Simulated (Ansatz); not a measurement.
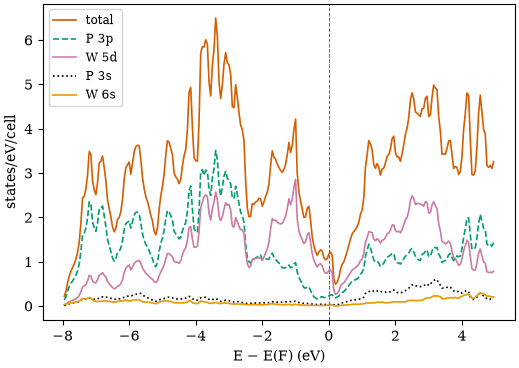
Figure: Total and projected density of states of P₂W in space group Cmc2_1 (No. 36; P on 4a, P on 4a, W on 4a), plane-wave PAW LDA (Ansatz code)

### Question
Which orbitals carry the states next to the Fermi level?

### Answer
Within 0.5 eV of the Fermi level: W 5d 67 %, P 3p 22 %, outside the projected shells 5 %. Projections are on Löwdin-orthogonalised atomic valence shells; empty p or d shells of many metals are not among them.

### Question
Where is the tallest occupied peak in this window, and what makes it?

### Answer
Near -3.4 eV, about 6.5 states/eV per cell; the largest projected share is P 3p.

The first step of the workflow began from a Materials Project structure, measured or hypothetical; the Crystallography Open Database files this formula in space group No. 36, but the cells were not matched. Its standing as an ambient phase is unchecked. The LDA relaxation kept the symmetry of its start; its stability against distortions is not shown here. No spin polarisation was allowed. Spin–orbit coupling is left out wherever it is not named.

Potentials: the earlier of the program's two PAW sets. The files were generated under PBE; for other functionals the program regenerates the frozen cores, and for LDA and PBEsol the local potential too.
